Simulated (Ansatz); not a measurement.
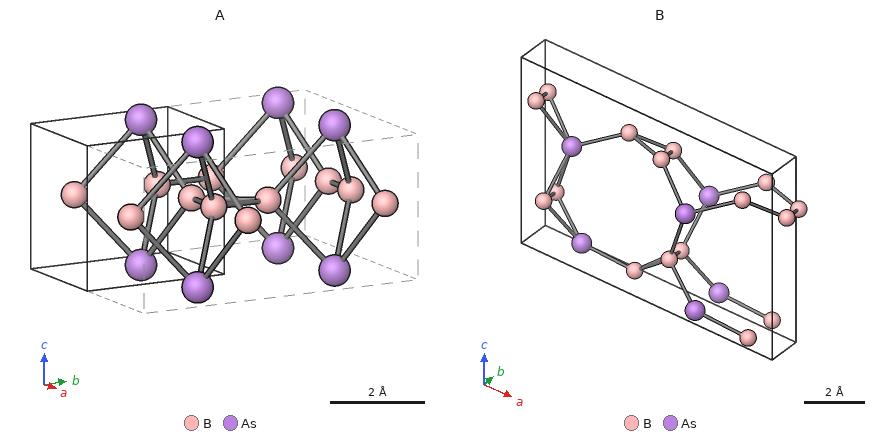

Two structures of B$_{3}$As, each relaxed to rest (conventional cells in solid outline, small ones repeated, not to one scale). Method: DFT PBE, scalar-relativistic, plane waves, PAW in Ansatz 0.2.0, without spin polarisation.

Characterise the two forms.

A: 4 atoms a cell on a primitive hexagonal lattice, P-6m2. B: 16 atoms a cell on a base-centred monoclinic lattice, Cm.

Which is the more stable form at this level of theory?

B is lower, by 445 meV/atom at this level of theory (energies at zero smearing). Volumes: A 12.3, B 12.1 Å³/atom.

One or both may be structure types tried for this composition rather than known phases.
